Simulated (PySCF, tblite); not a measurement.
# C7H11Cl: a rotation path, then NMR shifts on frames, part 2 of 2

tblite 0.8.0 and PySCF 2.14.0. Atoms count from 0.

## Step 5: Nuclear shieldings: image 5, PBE0/pcSseg-1

Job settings and geometry (Å):

```
{"job": {"kind": "nmr", "xc": "PBE0", "basis": "pcSseg-1", "pop": false}, "charge": 0, "multiplicity": 1}
C      1.965400    -0.924800     1.250400
C      1.680900    -0.192500     0.190600
C      0.663400    -0.555700    -0.852200
C     -0.426900     0.479400    -0.903900
C     -0.475500     1.410900    -1.849000
Cl     0.647000     1.545000    -3.155300
C     -1.516500     0.483000     0.148200
C     -1.273300    -0.392300     1.371400
H      2.694700    -0.617200     1.980500
H      1.473300    -1.865200     1.441100
H      2.181700     0.751800     0.022000
H      1.160800    -0.588800    -1.824700
H      0.243300    -1.539600    -0.643300
H     -1.245500     2.166000    -1.888000
H     -1.667400     1.512300     0.482000
H     -2.448300     0.161700    -0.327200
H     -0.378700    -0.078000     1.900100
H     -2.120900    -0.309100     2.048000
H     -1.167400    -1.437900     1.096400
```

With the program's defaults for keys left out, this is: GIAO PBE0/pcSseg-1 NMR shielding, non-relativistic, gas phase.

Output:

```text
coarse grid: 16048 points
cycle   1  E = -732.8795955284  dE =  8.981e-01  |g| = 4.129e-01  |ddm| = 3.904e+00
cycle   2  E = -732.8744627275  dE =  5.133e-03  |g| = 4.460e-01  |ddm| = 7.652e-01
cycle   3  E = -732.9237103209  dE = -4.925e-02  |g| = 1.031e-01  |ddm| = 4.653e-01
cycle   4  E = -732.9260734832  dE = -2.363e-03  |g| = 3.822e-02  |ddm| = 1.229e-01
cycle   5  E = -732.9264067700  dE = -3.333e-04  |g| = 9.463e-03  |ddm| = 3.462e-02
cycle   6  E = -732.9264263566  dE = -1.959e-05  |g| = 3.520e-03  |ddm| = 1.212e-02
cycle   7  E = -732.9264292483  dE = -2.892e-06  |g| = 1.094e-03  |ddm| = 3.975e-03
final grid: 149296 points
cycle   8  E = -732.9752066638  dE = -6.292e-05  |g| = 9.490e-03  |ddm| = 4.435e-02
cycle   9  E = -732.9751956304  dE =  1.103e-05  |g| = 1.134e-02  |ddm| = 1.975e-02
cycle  10  E = -732.9752287053  dE = -3.307e-05  |g| = 2.312e-03  |ddm| = 1.251e-02
cycle  11  E = -732.9752299770  dE = -1.272e-06  |g| = 4.639e-04  |ddm| = 2.245e-03
cycle  12  E = -732.9752300254  dE = -4.839e-08  |g| = 1.234e-04  |ddm| = 4.967e-04
cycle  13  E = -732.9752300283  dE = -2.947e-09  |g| = 5.268e-05  |ddm| = 1.675e-04
cycle  14  E = -732.9752300290  dE = -6.839e-10  |g| = 1.114e-05  |ddm| = 5.875e-05
converged SCF energy = -732.9752300290

GIAO shielding tensors (ppm)
atom      isotropic    diamagn.    paramagn.     s11        s22        s33       span
  0 C       60.275     254.411    -194.136    -54.321     76.586    158.560    212.881
  1 C       39.717     256.793    -217.076    -83.730     48.007    154.873    238.603
  2 C      147.664     245.222     -97.558    129.498    146.769    166.726     37.229
  3 C       39.626     259.656    -220.030    -77.731     45.189    151.420    229.151
  4 C       60.775     249.903    -189.128    -34.351    104.272    112.403    146.754
  5 Cl     771.237    1146.882    -375.645    566.099    793.860    953.754    387.655
  6 C      157.007     245.620     -88.613    139.246    154.615    177.161     37.915
  7 C      173.646     248.643     -74.997    167.667    173.842    179.429     11.762
  8 H       26.233      29.086      -2.853     23.026     25.620     30.053      7.027
  9 H       26.205      31.646      -5.441     21.844     26.418     30.352      8.508
 10 H       25.746      31.648      -5.901     22.203     25.163     29.874      7.671
 11 H       27.828      30.135      -2.308     22.904     28.103     32.476      9.572
 12 H       28.829      31.875      -3.047     26.201     28.167     32.118      5.917
 13 H       25.739      30.693      -4.954     20.558     27.071     29.589      9.031
 14 H       29.148      31.043      -1.895     23.998     29.811     33.635      9.636
 15 H       29.089      29.941      -0.853     23.269     29.461     34.536     11.267
 16 H       29.631      31.908      -2.277     23.953     29.684     35.256     11.303
 17 H       30.822      28.892       1.930     25.932     28.406     38.129     12.197
 18 H       30.525      31.886      -1.361     26.506     29.826     35.244      8.739
```

Wall time 19 s (1 thread of AMD EPYC 9R45, shared host); peak memory 1 GiB.

In short: δ C3 147.3, C1 147.2, C0 126.6, C4 126.2, H13 5.98, H10 5.97 ppm.

## Step 6: Nuclear shieldings: image 6, PBE0/pcSseg-1

Job settings and geometry (Å):

```
{"job": {"kind": "nmr", "xc": "PBE0", "basis": "pcSseg-1", "pop": false}, "charge": 0, "multiplicity": 1}
C      1.927000    -1.072000     1.201500
C      1.641400    -0.262000     0.200400
C      0.649000    -0.559200    -0.886900
C     -0.438700     0.480500    -0.914000
C     -0.456900     1.474700    -1.793100
Cl     0.712800     1.697100    -3.045200
C     -1.571200     0.372700     0.079000
C     -1.190500    -0.197400     1.441000
H      2.638600    -0.809400     1.965700
H      1.452200    -2.034100     1.310500
H      2.127000     0.701300     0.116500
H      1.174900    -0.543900    -1.845100
H      0.216200    -1.550100    -0.742300
H     -1.229700     2.227500    -1.814200
H     -2.007600     1.363500     0.219800
H     -2.346100    -0.264500    -0.359400
H     -0.393000     0.385400     1.893000
H     -2.054800    -0.172700     2.100800
H     -0.860400    -1.228200     1.359000
```

Method: GIAO PBE0/pcSseg-1 NMR shielding, non-relativistic, gas phase.

Output:

```text
coarse grid: 16048 points
cycle   1  E = -732.8797721282  dE =  8.983e-01  |g| = 4.159e-01  |ddm| = 3.897e+00
cycle   2  E = -732.8731380003  dE =  6.634e-03  |g| = 4.555e-01  |ddm| = 7.771e-01
cycle   3  E = -732.9245578778  dE = -5.142e-02  |g| = 1.046e-01  |ddm| = 4.727e-01
cycle   4  E = -732.9270045751  dE = -2.447e-03  |g| = 3.787e-02  |ddm| = 1.237e-01
cycle   5  E = -732.9273301672  dE = -3.256e-04  |g| = 9.643e-03  |ddm| = 3.475e-02
cycle   6  E = -732.9273505676  dE = -2.040e-05  |g| = 3.594e-03  |ddm| = 1.249e-02
cycle   7  E = -732.9273535952  dE = -3.028e-06  |g| = 1.096e-03  |ddm| = 4.083e-03
final grid: 149296 points
cycle   8  E = -732.9772906900  dE = -7.074e-05  |g| = 9.685e-03  |ddm| = 4.606e-02
cycle   9  E = -732.9772810848  dE =  9.605e-06  |g| = 1.126e-02  |ddm| = 1.948e-02
cycle  10  E = -732.9773136310  dE = -3.255e-05  |g| = 2.283e-03  |ddm| = 1.232e-02
cycle  11  E = -732.9773148623  dE = -1.231e-06  |g| = 5.052e-04  |ddm| = 2.320e-03
cycle  12  E = -732.9773149208  dE = -5.850e-08  |g| = 1.265e-04  |ddm| = 5.272e-04
cycle  13  E = -732.9773149239  dE = -3.072e-09  |g| = 5.483e-05  |ddm| = 1.752e-04
cycle  14  E = -732.9773149246  dE = -7.321e-10  |g| = 1.182e-05  |ddm| = 6.182e-05
converged SCF energy = -732.9773149246

GIAO shielding tensors (ppm)
atom      isotropic    diamagn.    paramagn.     s11        s22        s33       span
  0 C       60.320     254.211    -193.891    -54.261     76.954    158.268    212.529
  1 C       40.500     256.909    -216.409    -83.312     49.598    155.213    238.525
  2 C      146.672     245.078     -98.406    127.965    146.800    165.252     37.286
  3 C       38.659     260.199    -221.540    -77.637     40.296    153.318    230.955
  4 C       61.809     249.934    -188.125    -28.185    101.998    111.614    139.800
  5 Cl     772.704    1146.894    -374.191    567.947    788.828    961.336    393.390
  6 C      153.152     245.234     -92.082    136.626    149.422    173.408     36.783
  7 C      168.828     248.872     -80.044    165.462    167.171    173.850      8.388
  8 H       26.271      29.176      -2.905     22.938     25.694     30.181      7.243
  9 H       26.247      31.520      -5.273     21.803     26.498     30.439      8.635
 10 H       25.822      31.840      -6.018     22.242     25.272     29.954      7.711
 11 H       27.757      30.076      -2.319     22.875     28.178     32.216      9.341
 12 H       28.988      31.680      -2.691     26.737     27.748     32.479      5.742
 13 H       25.725      30.746      -5.021     20.621     27.254     29.300      8.679
 14 H       29.367      31.195      -1.829     24.310     29.980     33.810      9.500
 15 H       29.160      29.763      -0.603     24.186     28.675     34.621     10.435
 16 H       30.390      31.702      -1.312     25.968     30.316     34.886      8.918
 17 H       30.645      29.083       1.562     25.941     28.218     37.774     11.833
 18 H       30.381      32.478      -2.097     25.829     30.273     35.042      9.213
```

Run time: 19 s. Hardware: 1 thread of AMD EPYC 9R45, shared host; peak memory 0.94 GiB.

In short: δ C3 148.3, C1 146.4, C0 126.6, C4 125.1, H13 5.99, H10 5.89 ppm.

## Step 7: Nuclear shieldings: image 8, PBE0/pcSseg-1

Job settings and geometry (Å):

```
{"job": {"kind": "nmr", "xc": "PBE0", "basis": "pcSseg-1", "pop": false}, "charge": 0, "multiplicity": 1}
C      2.113200    -1.210700     0.996300
C      1.694600    -0.384000     0.057700
C      0.567100    -0.674900    -0.890200
C     -0.468900     0.417300    -0.854000
C     -0.316400     1.563500    -1.502900
Cl     1.057700     1.928800    -2.484200
C     -1.694200     0.177200    -0.017800
C     -1.363200     0.148700     1.474300
H      2.934800    -0.965200     1.647500
H      1.657400    -2.176000     1.151200
H      2.170100     0.577000    -0.081200
H      0.980200    -0.732700    -1.902000
H      0.112000    -1.634900    -0.643700
H     -1.041400     2.361400    -1.480600
H     -2.430200     0.959900    -0.209300
H     -2.135500    -0.779900    -0.306400
H     -0.952400     1.105900     1.785300
H     -2.262900    -0.048200     2.052600
H     -0.631900    -0.623800     1.694300
```

With the program's defaults for keys left out, this is: GIAO PBE0/pcSseg-1 NMR shielding, non-relativistic, gas phase.

Output:

```text
coarse grid: 16048 points
cycle   1  E = -732.8852412442  dE =  8.924e-01  |g| = 4.157e-01  |ddm| = 3.892e+00
cycle   2  E = -732.8775103800  dE =  7.731e-03  |g| = 4.601e-01  |ddm| = 7.645e-01
cycle   3  E = -732.9302403582  dE = -5.273e-02  |g| = 1.048e-01  |ddm| = 4.580e-01
cycle   4  E = -732.9327167978  dE = -2.476e-03  |g| = 3.701e-02  |ddm| = 1.227e-01
cycle   5  E = -732.9330286804  dE = -3.119e-04  |g| = 9.178e-03  |ddm| = 3.461e-02
cycle   6  E = -732.9330473645  dE = -1.868e-05  |g| = 3.321e-03  |ddm| = 1.220e-02
cycle   7  E = -732.9330498784  dE = -2.514e-06  |g| = 1.111e-03  |ddm| = 3.882e-03
final grid: 149296 points
cycle   8  E = -732.9819975800  dE = -5.464e-05  |g| = 9.225e-03  |ddm| = 4.024e-02
cycle   9  E = -732.9819877363  dE =  9.844e-06  |g| = 1.093e-02  |ddm| = 1.838e-02
cycle  10  E = -732.9820184854  dE = -3.075e-05  |g| = 2.145e-03  |ddm| = 1.157e-02
cycle  11  E = -732.9820195742  dE = -1.089e-06  |g| = 4.533e-04  |ddm| = 2.132e-03
cycle  12  E = -732.9820196209  dE = -4.673e-08  |g| = 1.113e-04  |ddm| = 4.695e-04
cycle  13  E = -732.9820196234  dE = -2.424e-09  |g| = 4.569e-05  |ddm| = 1.516e-04
cycle  14  E = -732.9820196239  dE = -5.030e-10  |g| = 1.108e-05  |ddm| = 5.015e-05
converged SCF energy = -732.9820196239

GIAO shielding tensors (ppm)
atom      isotropic    diamagn.    paramagn.     s11        s22        s33       span
  0 C       65.441     253.486    -188.044    -46.140     84.756    157.708    203.848
  1 C       39.568     256.863    -217.295    -86.493     47.652    157.545    244.038
  2 C      143.500     245.239    -101.739    124.686    147.979    157.834     33.148
  3 C       34.844     261.348    -226.505    -80.432     32.283    152.679    233.111
  4 C       62.113     251.257    -189.144    -26.360    101.520    111.180    137.540
  5 Cl     769.331    1147.480    -378.149    572.582    782.727    952.683    380.101
  6 C      149.190     245.777     -96.587    137.916    138.910    170.743     32.827
  7 C      169.162     248.653     -79.491    157.308    169.674    180.504     23.196
  8 H       26.442      28.961      -2.519     23.313     25.416     30.596      7.283
  9 H       26.324      31.153      -4.829     22.438     26.096     30.439      8.001
 10 H       25.356      31.829      -6.474     21.253     24.064     30.750      9.497
 11 H       27.878      29.844      -1.966     23.838     28.524     31.271      7.434
 12 H       29.208      32.222      -3.014     26.383     28.966     32.277      5.894
 13 H       25.677      31.429      -5.752     20.646     27.402     28.983      8.337
 14 H       29.480      31.209      -1.729     24.872     29.233     34.334      9.462
 15 H       29.491      30.506      -1.014     26.114     27.928     34.432      8.318
 16 H       31.040      31.139      -0.099     27.718     29.362     36.040      8.322
 17 H       30.642      29.060       1.582     26.368     27.470     38.088     11.719
 18 H       30.063      32.153      -2.090     24.450     30.643     35.094     10.644
```

Run time: 19 s. Hardware: 1 thread of AMD EPYC 9R45, shared host; peak memory 0.93 GiB.

Key values: δ C3 152.1, C1 147.4, C4 124.8, C0 121.5, H10 6.36, H13 6.04 ppm.

## Step 8: Run by run: NMR shifts

Shifts (ppm) of some atoms, chosen among heavy atoms and hydrogens apart, with basis size and wall time:

```tsv
frame	C3	C0	C2	C6	C7	H16	H18	functions	time
image 0	151.9	123.5	39.5	30.1	17.4	1.21	0.78	198	19 s
image 2	149.9	122.6	37.2	30.6	13.9	1.42	0.70	198	19 s
image 5	147.3	126.6	39.3	29.9	13.3	2.09	1.19	198	19 s
image 6	148.3	126.6	40.3	33.8	18.1	1.33	1.34	198	19 s
image 8	152.1	121.5	43.4	37.7	17.8	0.68	1.65	198	19 s
```

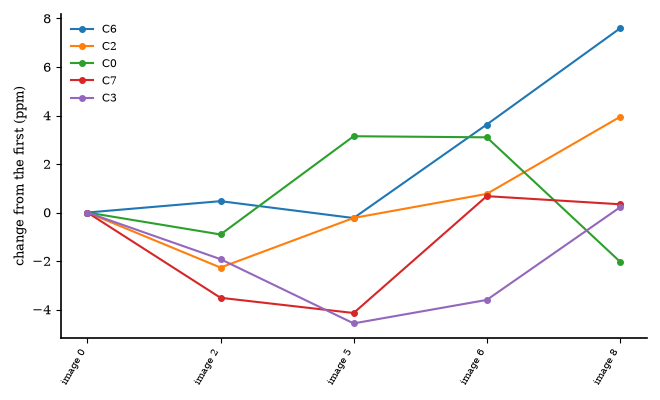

How five of the tabulated atoms move from run to run.

## Step 9: What came out

What follows sums up all 2 parts.

| quantity | value |
| --- | --- |
| barrier | 0.136 eV (3.1 kcal/mol) at image 5 |
| end to end (GFN2-xTB) | 0.005 eV |
| 13C shifts against TMS (PBE0/pcSseg-1, image 0) | 151.9, 145.3, 124.7, 123.5, 39.5, 30.1, 17.4 ppm |
| 1H shifts against TMS (PBE0/pcSseg-1, image 0) | 6.00, 5.91, 5.40, 5.36, 3.85, 2.49, 2.27, 1.92, 1.21, 1.16, 0.78 ppm |
| 35Cl shifts against HCl (PBE0/pcSseg-1, image 0) | 177 ppm |
| range of the shift of C6 | 29.9 to 37.7 ppm |

Along the band the dihedral turns by 150°, and the top (dihedral 13°) lies 3.1 kcal/mol above the start (GFN2-xTB, rough), so at room temperature this motion is fast. The top was not checked by a frequency run. Shifts at one fixed geometry are not the observed spectrum, which averages over the motion. In the first frame run (image 0): Shielding is most anisotropic at Cl5 (span 399 ppm, paramagnetic term -375 ppm). In ppm, C6 moves most: its shift spreads over 7.8 ppm, from 29.9 (image 5) to 37.7 (image 8).
